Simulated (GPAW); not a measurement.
## The basis that the transmission of H2 in line between two Rh chains needs

Wanted: the zero-bias transmission of H2 in line between two Rh chains on a ladder of levels, with run times.

Main program and level: GPAW 26.7.0; GPAW LCAO, PAW setups; Landauer transmission from Green's functions with principal layers (ASE), zero bias.

**1. Set-up**

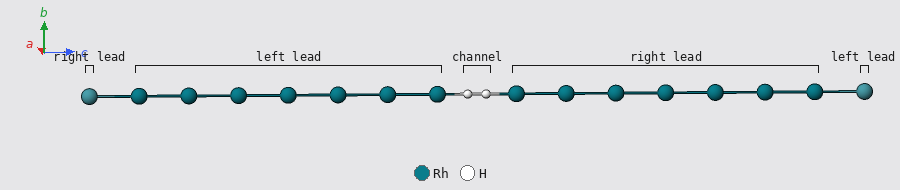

Start, viewed from the side, with the c axis across the page; rhodium blue, hydrogen white. Some periodic images of atoms are drawn too.

The cell holds 16 atoms: 14 Rh and 2 H. Cell: a = 9.000 Å, b = 9.000 Å, c = 33.556 Å, α = 90.0°, β = 90.0°, γ = 90.0°. Regions: left lead, 7 atoms (7 Rh); channel, 2 atoms (2 H); right lead, 7 atoms (7 Rh). Vacuum lies along a and b. The structure is stacked along c, and the current runs across the ab planes.

**2. GPAW, dzp**

Localised orbitals split the wire into layers that couple to their neighbours alone, which is what the Green's function method needs; double zeta with polarisation is the usual level for numbers.

run.py

```python
import json
import numpy as np
from ase import Atoms
from ase.transport.calculators import TransportCalculator
from gpaw import GPAW, FermiDirac
from gpaw.lcao.tools import get_lcao_hamiltonian
from scipy.linalg import eigh

# The junction with lead layers at both ends, along the third cell vector
device = Atoms(
    ['Rh', 'Rh', 'Rh', 'Rh', 'Rh', 'Rh', 'Rh', 'H', 'H', 'Rh', 'Rh', 'Rh', 'Rh', 'Rh', 'Rh', 'Rh'],
    positions=[
        [4.50000, 4.50000, 1.15000],
        [4.50000, 4.50000, 3.45000],
        [4.50000, 4.50000, 5.75000],
        [4.50000, 4.50000, 8.05000],
        [4.50000, 4.50000, 10.35000],
        [4.50000, 4.50000, 12.65000],
        [4.50000, 4.50000, 14.95000],
        [4.50000, 4.50000, 16.35280],
        [4.50000, 4.50000, 17.20280],
        [4.50000, 4.50000, 18.60560],
        [4.50000, 4.50000, 20.90560],
        [4.50000, 4.50000, 23.20560],
        [4.50000, 4.50000, 25.50560],
        [4.50000, 4.50000, 27.80560],
        [4.50000, 4.50000, 30.10560],
        [4.50000, 4.50000, 32.40560]],
    cell=[[9.0, 0.0, 0.0], [0.0, 9.0, 0.0], [0.0, 0.0, 33.5556]],
    pbc=True)

# One principal layer of the lead: the first 5 atoms of the device
lead = Atoms(
    ['Rh', 'Rh', 'Rh', 'Rh', 'Rh'],
    positions=[
        [4.50000, 4.50000, 1.15000],
        [4.50000, 4.50000, 3.45000],
        [4.50000, 4.50000, 5.75000],
        [4.50000, 4.50000, 8.05000],
        [4.50000, 4.50000, 10.35000]],
    cell=[[9.0, 0.0, 0.0], [0.0, 9.0, 0.0], [0.0, 0.0, 11.5]],
    pbc=True)

settings = dict(mode='lcao', basis='dzp', xc='PBE', h=0.2,
                occupations=FermiDirac(0.1), maxiter=250,
                mixer=dict(beta=0.1, nmaxold=8, weight=100.0),
                convergence=dict(density=0.0001))
energies = np.arange(-3, 3 + 1e-9, 0.075)
eta = 0.0001
n1, n2 = 1, 1
# k and -k transmit alike, so half of the mesh across the current serves
mesh = [(i, j) for i in range(n1) for j in range(n2) if (i, j) <= (-i % n1, -j % n2)]
weights = np.array([1 if (i, j) == (-i % n1, -j % n2) else 2 for i, j in mesh]) / (n1 * n2)

# [... helper functions left out ...]
fermi_lead = ground_state(lead, (1, 1, 10), 'lead.txt')
fermi_device = ground_state(device, (1, 1, 3), 'device.txt')
# [... loop over the mesh left out, but for ...]
        # Shift the lead onto the potential of the device's first layer
        shift = ((H[:, 0, 0] - H0[:, 0, 0]) / S0[0, 0]).real.mean()
# [...]
kT = 8.617333e-5 * 200
bias = [0.1, 0.2, 0.5, 1.0, 1.5, 2.0]
# [... integrals and printing left out ...]
```

On the command line:

```
> OMP_NUM_THREADS=1 OPENBLAS_NUM_THREADS=1 python run.py
```

Log:

```text
basis functions: device 388, principal layer 135
Fermi level: lead -3.7264 eV, device -3.6885 eV; lead shifted by 0.0028 eV
largest coupling past the next layer 2.07e-04 eV, largest misfit of the first layer 0.220 eV
  E-E_F (eV)   T (one spin)  [channel counts left out]
    -3.000    1.0082e+00
    -2.925    1.0138e+00
    -2.850    1.0201e+00
    -2.775    1.0263e+00
    -2.700    1.0319e+00
    -2.625    1.0368e+00
    -2.550    1.0409e+00
    -2.475    1.0446e+00
    -2.400    1.0480e+00
    -2.325    1.0516e+00
    -2.250    1.0554e+00
    -2.175    1.0595e+00
    -2.100    1.0640e+00
    -2.025    1.0687e+00
    -1.950    1.0738e+00
    -1.875    1.0793e+00
[...]
2.475    8.3300e-01
     2.550    8.4205e-01
     2.625    8.5006e-01
     2.700    8.5710e-01
     2.775    8.6325e-01
     2.850    8.6858e-01
     2.925    8.7315e-01
     3.000    2.8067e+00
conductance at 200 K: 1.4042 G0 a cell; thermopower 0.8332 uV/K
current from the zero-bias T(E) at 0.1 V: 10.897 uA
current from the zero-bias T(E) at 0.2 V: 21.845 uA
current from the zero-bias T(E) at 0.5 V: 54.137 uA
current from the zero-bias T(E) at 1.0 V: 103.93 uA
current from the zero-bias T(E) at 1.5 V: 148.3 uA
current from the zero-bias T(E) at 2.0 V: 185.43 uA
```

Elapsed: 5.5 min, on 1 thread of Arm Neoverse N1, shared host; peak memory 1.4 GiB.

This step gave:

| Item | Value |
| --- | --- |
| conductance | 1.404 G₀ |
| largest coupling past the next principal layer | 2.07e-4 eV |
| largest misfit of the first principal layer | 0.2196 eV |
| shift that aligns the lead | 0.002788 eV |
| basis functions of the junction | 388 |
| basis functions of a principal layer | 135 |
| transmission at the Fermi level (one spin) | 1.399 |

One spin. Transmission, zone mean against energy, zero at the Fermi level:

```csv
energy (eV),"transmission, zone mean"
-3.000,1.01
-2.475,1.04
-2.025,1.07
-1.500,1.11
-0.975,1.17
-0.525,1.25
-0.150,1.44
0.000,1.40
0.525,1.16
0.975,0.564
1.500,0.615
2.025,0.754
2.475,0.833
3.000,2.81
```

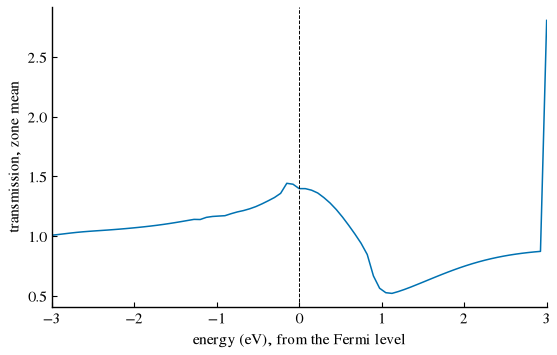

Transmission, zone mean, plotted against energy.

Not self-consistent under bias; the bias window is split evenly. Current through one cell, from the zero-bias transmission against bias:

```csv
bias (V),"current through one cell, from the zero-bias transmission (μA)"
0.100,10.9
0.200,21.8
0.500,54.1
1.000,104
1.500,148
2.000,185
```

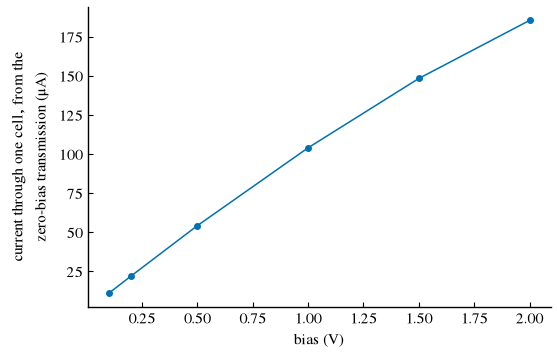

Current through one cell, from the zero-bias transmission, plotted against bias.

The transmission of the three most open eigenchannels by energy, zero at the Fermi level:

```csv
energy (eV),channel 1,channel 2,channel 3
-3.000,0.995,0.00656,0.00656
-2.475,0.999,0.0227,0.0227
-2.025,0.997,0.0359,0.0359
-1.500,0.993,0.0607,0.0607
-0.975,0.997,0.0854,0.0854
-0.525,0.988,0.109,0.109
0.000,0.987,0.173,0.173
0.525,0.916,0.105,0.105
0.975,0.509,0.0277,0.0277
1.500,0.615,3.3e-6,4.4e-12
2.025,0.754,3.4e-6,4.2e-12
2.475,0.833,3.5e-6,4.1e-12
3.000,0.965,0.965,0.877
```

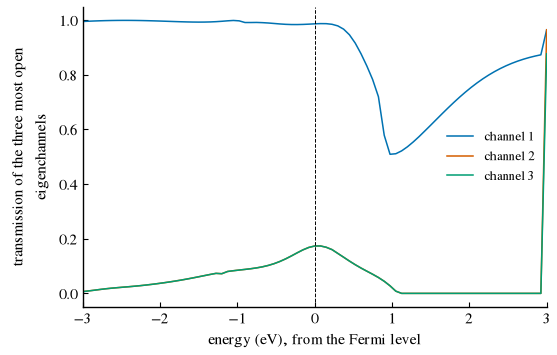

Transmission of the three most open eigenchannels, plotted against energy.

Couplings past the next layer reach 2.1e-4 eV, small enough to drop; the matrix elements of the cell's first layer differ from the bulk lead's by up to 0.22 eV. That layer keeps its own values in the calculation, and only beyond it is the lead taken as perfect. The Fermi levels of lead and junction count from different zeros of potential, one for each periodic cell; with both set to zero, the small remaining shift is what aligns them. By hand: G = 1.404 × 77.48 μS = 109 μS, a resistance of 9.19 kΩ; at 0.1 V a linear junction would pass 10.9 μA, and the integral over the bias window gives 10.9 μA.

**3. Single-zeta polarised basis**

One radial function a shell plus polarisation makes the matrices smaller; the question is what that costs.

run.py: that of step 2 with these lines changed.

```diff
@@ -43,3 +43,3 @@
 
-settings = dict(mode='lcao', basis='dzp', xc='PBE', h=0.2,
+settings = dict(mode='lcao', basis='szp(dzp)', xc='PBE', h=0.2,
                 occupations=FermiDirac(0.1), maxiter=250,
```

Log:

```text
basis functions: device 218, principal layer 75
Fermi level: lead -3.6290 eV, device -3.5956 eV; lead shifted by 0.0031 eV
largest coupling past the next layer 2.08e-04 eV, largest misfit of the first layer 0.232 eV
  E-E_F (eV)   T (one spin)  [channel counts left out]
    -3.000    1.0158e+00
    -2.925    1.0218e+00
    -2.850    1.0282e+00
    -2.775    1.0344e+00
    -2.700    1.0396e+00
    -2.625    1.0437e+00
    -2.550    1.0471e+00
    -2.475    1.0499e+00
    -2.400    1.0527e+00
    -2.325    1.0557e+00
    -2.250    1.0591e+00
    -2.175    1.0628e+00
    -2.100    1.0667e+00
    -2.025    1.0710e+00
    -1.950    1.0755e+00
    -1.875    1.0803e+00
[...]
2.475    8.5648e-01
     2.550    8.6530e-01
     2.625    8.7313e-01
     2.700    8.8004e-01
     2.775    8.8611e-01
     2.850    8.9141e-01
     2.925    8.9604e-01
     3.000    2.8534e+00
conductance at 200 K: 1.3979 G0 a cell; thermopower 1.067 uV/K
current from the zero-bias T(E) at 0.1 V: 10.851 uA
current from the zero-bias T(E) at 0.2 V: 21.752 uA
current from the zero-bias T(E) at 0.5 V: 53.737 uA
current from the zero-bias T(E) at 1.0 V: 102.87 uA
current from the zero-bias T(E) at 1.5 V: 146.39 uA
current from the zero-bias T(E) at 2.0 V: 182.48 uA
```

The job ended after 3.4 min (1 thread; peak memory 1.3 GiB).

Numbers from this step:

```yaml
conductance: 1.398 G₀
largest_coupling_past_the_next_principal_layer: 2.08e-4 eV
largest_misfit_of_the_first_principal_layer: 0.2324 eV
shift_that_aligns_the_lead: 0.003061 eV
basis_functions_of_the_junction: 218
basis_functions_of_a_principal_layer: 75
transmission_at_the_fermi_level_one_spin: 1.391
```

One spin. Transmission, zone mean against energy, zero at the Fermi level:

```csv
energy (eV),"transmission, zone mean"
-3.000,1.02
-2.475,1.05
-2.025,1.07
-1.500,1.11
-0.975,1.17
-0.525,1.24
-0.075,1.44
0.000,1.39
0.525,1.13
0.975,0.545
1.500,0.633
2.025,0.779
2.475,0.856
3.000,2.85
```

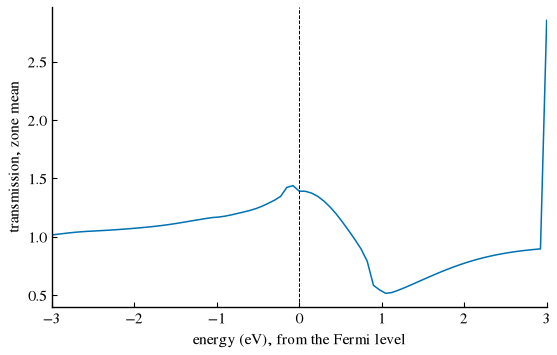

Transmission, zone mean against energy.

Not self-consistent under bias; the bias window is split evenly. Table of current through one cell, from the zero-bias transmission by bias:

```csv
bias (V),"current through one cell, from the zero-bias transmission (μA)"
0.100,10.9
0.200,21.8
0.500,53.7
1.000,103
1.500,146
2.000,182
```

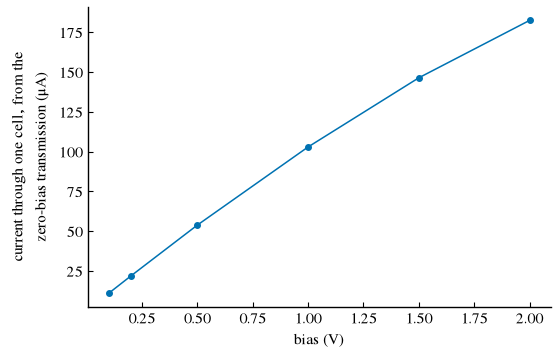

Current through one cell, from the zero-bias transmission against bias.

The transmission of the three most open eigenchannels by energy, zero at the Fermi level:

```csv
energy (eV),channel 1,channel 2,channel 3
-3.0000,0.999,0.00838,0.00838
-2.7750,0.999,0.0178,0.0178
-2.4750,0.997,0.0266,0.0266
-2.2500,0.994,0.0327,0.0327
-2.0250,0.991,0.0401,0.0401
-1.7250,0.988,0.0518,0.0518
-1.5000,0.987,0.0628,0.0628
-1.2750,0.991,0.0745,0.0745
-0.9750,0.998,0.0851,0.0851
-0.7500,0.990,0.0916,0.0916
-0.5250,0.987,0.106,0.106
-0.2250,0.982,0.147,0.147
0.0000,0.986,0.173,0.173
0.2250,0.984,0.157,0.157
0.5250,0.897,0.100,0.100
0.7500,0.749,0.0659,0.0659
0.9750,0.498,0.0234,0.0234
1.2750,0.563,1.9e-7,1.0e-12
1.5000,0.633,2.0e-7,0
1.7250,0.701,2.0e-7,0
2.0250,0.779,2.1e-7,0
2.2500,0.823,2.1e-7,0
2.4750,0.856,2.1e-7,0
2.7750,0.886,2.2e-7,5.6e-11
3.0000,0.977,0.977,0.900
```

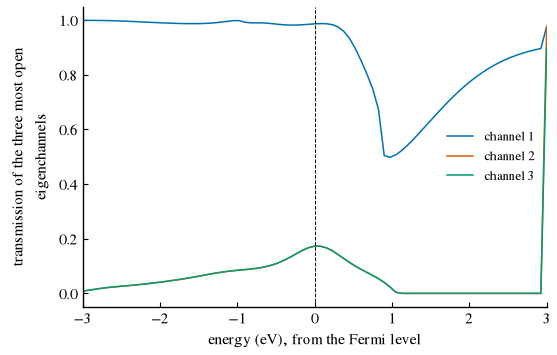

Transmission of the three most open eigenchannels, plotted against energy.

The conductance, 1.40 G₀, lies 0.4 % below that of the dzp run.

**4. GPAW, sz: basis = "sz(dzp)"**

The minimal basis is the cheapest rung: no second zeta and no polarisation.

run.py: that of step 3 with these lines changed.

```diff
@@ -43,3 +43,3 @@
 
-settings = dict(mode='lcao', basis='szp(dzp)', xc='PBE', h=0.2,
+settings = dict(mode='lcao', basis='sz(dzp)', xc='PBE', h=0.2,
                 occupations=FermiDirac(0.1), maxiter=250,
```

Log:

```text
basis functions: device 170, principal layer 60
Fermi level: lead -3.6415 eV, device -3.5876 eV; lead shifted by 0.0024 eV
largest coupling past the next layer 2.07e-04 eV, largest misfit of the first layer 0.161 eV
  E-E_F (eV)   T (one spin)  channels
    -3.000    1.0068e+00    3.0000
    -2.925    1.0095e+00    3.0000
    -2.850    1.0125e+00    3.0000
[...]
2.925    9.2967e-01    1.0000
     3.000    2.3852e+00    3.0000
conductance at 200 K: 1.3254 G0 a cell; thermopower 1.327 uV/K
current from the zero-bias T(E) at 0.1 V: 10.298 uA
current from the zero-bias T(E) at 0.2 V: 20.667 uA
current from the zero-bias T(E) at 0.5 V: 51.125 uA
current from the zero-bias T(E) at 1.0 V: 98.35 uA
current from the zero-bias T(E) at 1.5 V: 140.66 uA
current from the zero-bias T(E) at 2.0 V: 176.61 uA
```

The job ended after 2.9 min (1 thread; peak memory 1.3 GiB).

Numbers from this step:

* conductance: 1.325 G₀
* largest coupling past the next principal layer: 2.07e-4 eV
* largest misfit of the first principal layer: 0.1609 eV
* shift that aligns the lead: 0.002356 eV
* basis functions of the junction: 170
* basis functions of a principal layer: 60
* transmission at the Fermi level (one spin): 1.316
* open channels of the lead at the Fermi level (one spin): 4

The conductance, 1.33 G₀, lies 5.6 % below that of the dzp run.

**5. LDA in the dzp basis: xc = "LDA"**

Back in the dzp basis, the functional changes from PBE to LDA, to set the spread between functionals beside that between bases.

run.py: that of step 4 with these lines changed.

```diff
@@ -43,3 +43,3 @@
 
-settings = dict(mode='lcao', basis='sz(dzp)', xc='PBE', h=0.2,
+settings = dict(mode='lcao', basis='dzp', xc='LDA', h=0.2,
                 occupations=FermiDirac(0.1), maxiter=250,
```

Log:

```text
basis functions: device 388, principal layer 135
Fermi level: lead -4.0648 eV, device -4.0265 eV; lead shifted by 0.0023 eV
largest coupling past the next layer 2.18e-04 eV, largest misfit of the first layer 0.218 eV
  E-E_F (eV)   T (one spin)  channels
    -3.000    1.0073e+00    3.0000
    -2.925    1.0134e+00    3.0000
    -2.850    1.0199e+00    3.0000
[...]
2.925    8.8155e-01    1.0000
     3.000    2.8389e+00    3.0000
conductance at 200 K: 1.413 G0 a cell; thermopower 0.9315 uV/K
current from the zero-bias T(E) at 0.1 V: 10.967 uA
current from the zero-bias T(E) at 0.2 V: 21.981 uA
current from the zero-bias T(E) at 0.5 V: 54.371 uA
current from the zero-bias T(E) at 1.0 V: 104.29 uA
current from the zero-bias T(E) at 1.5 V: 148.74 uA
current from the zero-bias T(E) at 2.0 V: 186.25 uA
```

The job ended after 5.2 min (1 thread; peak memory 1.4 GiB).

This step gave:

| Property | Result |
| --- | --- |
| conductance | 1.413 G₀ |
| largest coupling past the next principal layer | 2.18e-4 eV |
| largest misfit of the first principal layer | 0.2185 eV |
| shift that aligns the lead | 0.002282 eV |
| basis functions of the junction | 388 |
| basis functions of a principal layer | 135 |
| transmission at the Fermi level (one spin) | 1.407 |

The conductance, 1.41 G₀, lies 0.6 % above that of the dzp run.

**6. Cost and result by level**

Times are for 1 thread of Arm Neoverse N1, shared host. The series side by side:

```csv
no.,run,conductance (G₀),time,memory (GiB)
1,dzp,1.404,5.5 min,1.4
2,szp,1.398,3.4 min,1.3
3,sz,1.325,2.9 min,1.3
4,dzp LDA,1.413,5.2 min,1.4
```

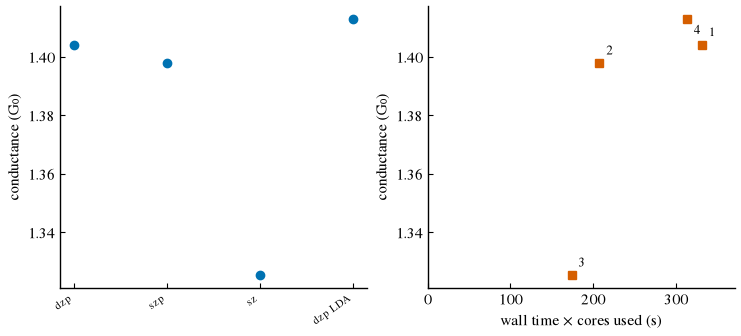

The series as plots; the last panel sets the first result against cost, with the runs numbered as in the table.

**7. The levels side by side**

The curves are compared point by point over the common energies.

This step: comparison of transmission and cost over codes and levels (GPAW 26.7.0).

Ladder, by row:

```csv
step,code,T at the Fermi level (sum over the listed spins),conductance (G0),r.m.s. T(E) from the first,wall time (s),peak memory (GiB),threads
dzp,GPAW,1.399,1.404,0,331.1,1.36,1
szp,GPAW,1.391,1.398,0.02058,206.8,1.29,1
sz,GPAW,1.316,1.325,0.08076,173.9,1.26,1
dzp-LDA,GPAW,1.407,1.413,0.01343,313,1.36,1
```

Table of transmission, zone mean, sum over the listed spins by energy, zero at the Fermi level:

```csv
energy (eV),dzp,szp,sz,dzp-LDA
-3.000,1.01,1.02,1.01,1.01
-2.475,1.04,1.05,1.02,1.05
-2.025,1.07,1.07,1.04,1.07
-1.500,1.11,1.11,1.07,1.12
-0.975,1.17,1.17,1.13,1.17
-0.525,1.25,1.24,1.20,1.25
-0.150,1.44,1.42,1.35,1.44
-0.075,1.44,1.44,1.38,1.45
0.000,1.40,1.39,1.32,1.41
0.525,1.16,1.13,1.09,1.16
0.975,0.564,0.545,0.610,0.590
1.500,0.615,0.633,0.731,0.644
2.025,0.754,0.779,0.850,0.773
2.475,0.833,0.856,0.903,0.843
3.000,2.81,2.85,2.39,2.84
```

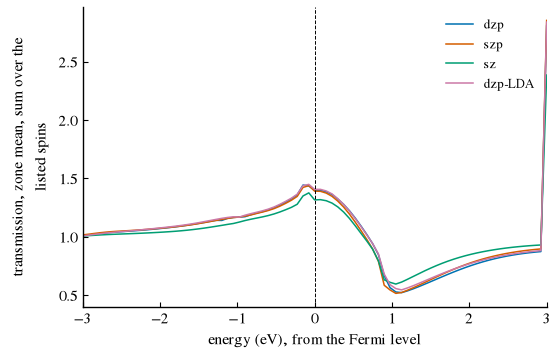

Transmission, zone mean, sum over the listed spins against energy.

(Continued in part 2 of 2.)

[Logs are printed without paths, hosts, clocks, repeated set-up lines and the standing remarks that a program may print on its own settings, such as how far it seeks lower states.]

[Hosts, paths, dates, database ids (printed as entryN), source tags and the programs' standing remarks are cut or masked in the printed files.]
